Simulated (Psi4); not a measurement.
**Geometry relaxation, with input and output: GeHBr (part 1 of 3)**

GeHBr, SMILES [GeH][Br], computed with TPSS/3-21G, RKS (Psi4 1.11).

The atoms were displaced at random from an optimised geometry.

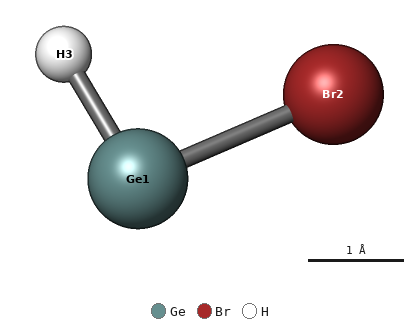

Figure 1. The structure as given in the input (ball-and-stick view, seen at a tilt; atoms are numbered from 1 in the order of the input). Sticks mark near contacts.

Input file (job.dat)
```
memory 1600 MB

molecule system {
  Ge     0.394127    -0.888495     0.086249
  Br     0.612721     1.354948     0.584700
  H     -1.044673    -0.680272    -0.582186
}

set {
  basis        3-21G
  geom_maxiter 60
}

energy_value = opt('tpss')
```

Launch command:
```bash
psi4 job.dat job.out -n 1
```

The program's output
```
Psi4 1.11 release

gradient() will perform analytic gradient computation.

   => Loading Basis Set <=

    Name: 3-21G
    Role: ORBITAL
    Keyword: BASIS

         ---------------------------------------------------------
                                   SCF
                              RKS Reference
                        1 Threads,   1525 MiB Core
         ---------------------------------------------------------

  ==> Geometry <==

    Molecular point group: cs
    Full point group: Cs

    Geometry (in Angstrom), charge = 0, multiplicity = 1:

       Center              X                  Y                   Z               Mass
    ------------   -----------------  -----------------  -----------------  -----------------
         GE          -0.202783269764    -1.166226727738     0.000000000000    73.921177761000
         BR           0.212788498377     1.104582232965     0.000000000000    78.918337600000
         H           -1.788937924221    -0.955463782468     0.000000000000     1.007825032230

  Running in cs symmetry.

  Rotational constants: A =      6.64494  B =      0.08221  C =      0.08121 [cm^-1]
  Rotational constants: A = 199210.27316  B =   2464.67407  C =   2434.55323 [MHz]
  Nuclear repulsion =  273.765939625880719

  Charge       = 0
  Multiplicity = 1
  Electrons    = 68
  Nalpha       = 34
  Nbeta        = 34

  ==> Algorithm <==

  SCF Algorithm Type is DF.
  DIIS enabled.
  MOM disabled.
  Fractional occupation disabled.
  Guess Type is SAD.
  Energy threshold   = 1.00e-08
  Density threshold  = 1.00e-08
  Integral threshold = 1.00e-12

  ==> Primary Basis <==

  Basis Set: 3-21G
    Blend: 3-21G
    Number of shells: 22
    Number of basis functions: 48
    Number of Cartesian functions: 48
    Spherical Harmonics?: false
    Max angular momentum: 2

  ==> DFT Potential <==

   => LibXC <=

    Version 7.1.2

   => Composite Functional: TPSS <=

    TPSS Meta-GGA XC Functional

    Deriv               =              1
    GGA                 =           TRUE
    Meta                =           TRUE

    Exchange Hybrid     =          FALSE
    MP2 Hybrid          =          FALSE

   => Exchange Functionals <=

    1.0000   XC_MGGA_X_TPSS

   => Correlation Functionals <=

    1.0000   XC_MGGA_C_TPSS

   => LibXC Density Thresholds  <==

    XC_MGGA_C_TPSS:  1.00E-15
    XC_MGGA_X_TPSS:  1.00E-15

   => Molecular Quadrature <=

    Radial Scheme          =       TREUTLER
    Pruning Scheme         =           NONE
    Nuclear Scheme         =       TREUTLER

    Blocking Scheme        =         OCTREE
    BS radius alpha        =              1
    Pruning alpha          =              1
    Radial Points          =             75
    Spherical Points       =            302
    Total Points           =          63355
    Total Blocks           =            543
    Max Points             =            256
    Max Functions          =             43
    Weights Tolerance      =       1.00E-15

   => Loading Basis Set <=

    Name: (3-21G AUX)
    Role: JKFIT
    Keyword: DF_BASIS_SCF

  ==> Integral Setup <==

  DFHelper Memory: AOs need 0.017 GiB; user supplied 0.978 GiB.
  SCF_SUBTYPE=INCORE selected. In-core MEM_DF algorithm will be used.
  Using in-core AOs.

  ==> MemDFJK: Density-Fitted J/K Matrices <==

    J tasked:                   Yes
    K tasked:                    No
    wK tasked:                   No
    Memory [MiB]:              1001
    Algorithm:                 Core
    Schwarz Cutoff:           1E-12
    Mask sparsity (%):       9.4618
    Fitting Condition:        1E-10

   => Auxiliary Basis Set <=

  Basis Set: (3-21G AUX)
    Blend: DEF2-UNIVERSAL-JKFIT
    Number of shells: 126
    Number of basis functions: 762
    Number of Cartesian functions: 762
    Spherical Harmonics?: false
    Max angular momentum: 5

  Cached 100.0% of DFT collocation blocks in 0.140 [GiB].

  Minimum eigenvalue in the overlap matrix is 4.6906797694E-03.
  Reciprocal condition number of the overlap matrix is 1.2740782203E-03.
    Using symmetric orthogonalization.

  ==> Pre-Iterations <==

  SCF Guess: Superposition of Atomic Densities via on-the-fly atomic UHF (no occupation information).

   -------------------------
    Irrep   Nso     Nmo
   -------------------------
     A'        36      36
     A"        12      12
   -------------------------
    Total      48      48
   -------------------------

  ==> Iterations <==

                           Total Energy        Delta E     RMS |[F,P]|

   @DF-RKS iter SAD: -4624.62428488553905   -4.62462e+03   0.00000e+00
   @DF-RKS iter   1: -4628.70016469250550   -4.07588e+00   2.64902e-02 DIIS/ADIIS
   @DF-RKS iter   2: -4628.95718117240995   -2.57016e-01   1.19493e-02 DIIS/ADIIS
   @DF-RKS iter   3: -4629.02774815645989   -7.05670e-02   9.44880e-03 DIIS/ADIIS
   @DF-RKS iter   4: -4629.13678106900988   -1.09033e-01   2.25094e-03 DIIS/ADIIS
   @DF-RKS iter   5: -4629.14313998212765   -6.35891e-03   6.94171e-04 DIIS/ADIIS
   @DF-RKS iter   6: -4629.14389896439570   -7.58982e-04   5.55476e-05 DIIS
   @DF-RKS iter   7: -4629.14390328980153   -4.32541e-06   1.56219e-05 DIIS
   @DF-RKS iter   8: -4629.14390371241007   -4.22609e-07   5.43492e-07 DIIS
   @DF-RKS iter   9: -4629.14390371286299   -4.52928e-10   6.44935e-08 DIIS
   @DF-RKS iter  10: -4629.14390371286663   -3.63798e-12   7.49446e-09 DIIS
  Energy and wave function converged.

  ==> Post-Iterations <==

   Electrons on quadrature grid:
      Ntotal   =   67.9999981984 ; deviation = -1.802e-06

    Orbital Energies [Eh]
    ---------------------

    Doubly Occupied:

       1Ap  -478.407302     2Ap  -395.120009     3Ap   -61.523722
       4Ap   -55.137143     1App  -55.135605     5Ap   -55.134042
       6Ap   -49.035983     2App  -43.463761     7Ap   -43.462592
       8Ap   -43.460632     9Ap    -8.391367    10Ap    -6.193574
       3App   -6.187533    11Ap    -6.181896    12Ap    -5.966836
       4App   -4.134465    13Ap    -4.130379    14Ap    -4.122105
      15Ap    -2.338518     5App   -2.337062    16Ap    -2.333049
       6App   -2.328548    17Ap    -2.327978    18Ap    -0.977348
       7App   -0.972734    19Ap    -0.967888     8App   -0.965899
      20Ap    -0.962809    21Ap    -0.722122    22Ap    -0.472217
      23Ap    -0.320779     9App   -0.284397    24Ap    -0.275764
      25Ap    -0.216627

    Virtual:

      10App   -0.136176    26Ap    -0.030051    27Ap     0.057821
      28Ap     0.216614    29Ap     0.259537    11App    0.273320
      30Ap     0.276078    31Ap     0.603357    12App    0.619074
      32Ap     0.628180    33Ap     0.784283    34Ap     1.069227
      35Ap     7.845466    36Ap    23.936739

    Final Occupation by Irrep:
             Ap   App
    DOCC [    25,    9 ]
    NA   [    25,    9 ]
    NB   [    25,    9 ]

  @DF-RKS Final Energy: -4629.14390371286663

   => Energetics <=

    Nuclear Repulsion Energy =            273.7659396258807192
    One-Electron Energy =               -7002.3014622909449827
    Two-Electron Energy =                2270.0070540446304221
    DFT Exchange-Correlation Energy =    -170.6154350924329890
    Empirical Dispersion Energy =           0.0000000000000000
    VV10 Nonlocal Energy =                  0.0000000000000000
    Total Energy =                      -4629.1439037128666314

Computation Completed

Properties will be evaluated at   0.000000,   0.000000,   0.000000 [a0]

Properties computed using the SCF density matrix

 Multipole Moments:

 ------------------------------------------------------------------------------------
     Multipole            Electronic (a.u.)      Nuclear  (a.u.)        Total (a.u.)
 ------------------------------------------------------------------------------------

 L = 1.  Multiply by 2.5417464519 to convert [e a0] to [Debye]
 Dipole X            :          1.3771295           -1.5692382           -0.1921087
 Dipole Y            :         -1.2571644            0.7287900           -0.5283744
 Dipole Z            :          0.0000000            0.0000000            0.0000000
 Magnitude           :                                                    0.5622146

 ------------------------------------------------------------------------------------

	total time  =         10 seconds =       0.17 minutes

         ------------------------------------------------------------
                                   SCF GRAD
         ------------------------------------------------------------

  ==> Geometry <==

    Molecular point group: cs
    Full point group: Cs

    Geometry (in Angstrom), charge = 0, multiplicity = 1:

       Center              X                  Y                   Z               Mass
    ------------   -----------------  -----------------  -----------------  -----------------
         GE          -0.202783269764    -1.166226727738     0.000000000000    73.921177761000
         BR           0.212788498377     1.104582232965     0.000000000000    78.918337600000
         H           -1.788937924221    -0.955463782468     0.000000000000     1.007825032230

  Nuclear repulsion =  273.765939625880719

  ==> Basis Set <==

  Basis Set: 3-21G
    Blend: 3-21G
    Number of shells: 22
    Number of basis functions: 48
    Number of Cartesian functions: 48
    Spherical Harmonics?: false
    Max angular momentum: 2

  ==> DFJKGrad: Density-Fitted SCF Gradients <==

    Gradient:                    1
    J tasked:                  Yes
    K tasked:                   No
    wK tasked:                  No
    Integrals threads:           1
    Memory [MiB]:             1144
    Schwarz Cutoff:          1E-12
    Fitting Condition:       1E-10

   => Auxiliary Basis Set <=

  Basis Set: (3-21G AUX)
    Blend: DEF2-UNIVERSAL-JKFIT
    Number of shells: 126
    Number of basis functions: 762
    Number of Cartesian functions: 762
    Spherical Harmonics?: false
    Max angular momentum: 5

   => Molecular Quadrature <=

    Radial Scheme          =       TREUTLER
    Pruning Scheme         =           NONE
    Nuclear Scheme         =       TREUTLER

    Blocking Scheme        =         OCTREE
    BS radius alpha        =              1
    Pruning alpha          =              1
    Radial Points          =             75
    Spherical Points       =            302
    Total Points           =          63355
    Total Blocks           =            543
    Max Points             =            256
    Max Functions          =             43
    Weights Tolerance      =       1.00E-15

  -Total Gradient:
     Atom            X                  Y                   Z
    ------   -----------------  -----------------  -----------------
       1        0.002244454430     0.030396170446     0.000000000000
       2       -0.007253330345    -0.031973790255     0.000000000000
       3        0.005124401800     0.001460847927     0.000000000000

	total time  =          2 seconds =       0.03 minutes

    			-----------------------------------------

    			 OPTKING 3.0: for geometry optimizations

    			        with contributions from

    			-----------------------------------------

	                            ===> Fragment 1 <==

	 Z (Atomic Numbers)          Masses                          Geom
	      32.000000            73.921178         -0.38320484 -2.20384912  0.00000000
	      35.000000            78.918338          0.40211198  2.08735790  0.00000000
	       1.000000             1.007825         -3.38060273 -1.80556487  0.00000000

	 - Coordinate -           - BOHR/RAD -       - ANG/DEG -
	 R(1,2)           =         4.362474           2.308522
	 R(1,3)           =         3.023743           1.600096
	 B(2,1,3)         =         1.619697          92.801780

	        --- Internal Coordinate Step in ANG or DEG, aJ/ANG or AJ/DEG ---
	-------------------------------------------------------------------------------
	           Coordinate      Previous         Force          Change          New
	           ----------      --------        ------          ------        ------
	               R(1,2)       2.30852        0.26949        0.11459       2.42312
	               R(1,3)       1.60010        0.04010        0.01856       1.61865
	             B(2,1,3)      92.80178        0.00049        2.19587      94.99765
	-------------------------------------------------------------------------------

	                                 ==> Convergence Check <==

	Measures of convergence in internal coordinates in au.

	Criteria marked as inactive (o), active & met (*), and active & unmet ( ).

	----------------------------------------------------------------------------------------------~
	   Step    Total Energy     Delta E     Max Force     RMS Force      Max Disp      RMS Disp   ~
	----------------------------------------------------------------------------------------------~
	  Convergence Criteria     1.00e-06 *    3.00e-04 *             o    1.20e-03 *             o~
	----------------------------------------------------------------------------------------------~
	     1   -4629.14390371   -4.63e+03      3.27e-02      1.94e-02 o    2.17e-01      1.29e-01 o  ~
	----------------------------------------------------------------------------------------------

Next Geometry in Ang
	Fragment 1 (Ang)

	   Ge  -0.2187217701  -1.1919760388   0.0000000000
	   Br   0.2665808671   1.1820434429   0.0000000000
	    H  -1.8267917926  -1.0071756813   0.0000000000

    Structure for next step:
    Molecular point group: cs
    Full point group: Cs

    Geometry (in Angstrom), charge = 0, multiplicity = 1:

    GE          -0.238409218153    -1.219000061138     0.000000000000
    BR           0.246893419043     1.155019420477     0.000000000000
    H           -1.846479240686    -1.034199703707     0.000000000000

gradient() will perform analytic gradient computation.

  ==> Geometry <==

    Molecular point group: cs
    Full point group: Cs

    Geometry (in Angstrom), charge = 0, multiplicity = 1:

       Center              X                  Y                   Z               Mass
    ------------   -----------------  -----------------  -----------------  -----------------
         GE          -0.238409218153    -1.219000061138     0.000000000000    73.921177761000
         BR           0.246893419043     1.155019420477     0.000000000000    78.918337600000
         H           -1.846479240686    -1.034199703707     0.000000000000     1.007825032230

  Running in cs symmetry.
```
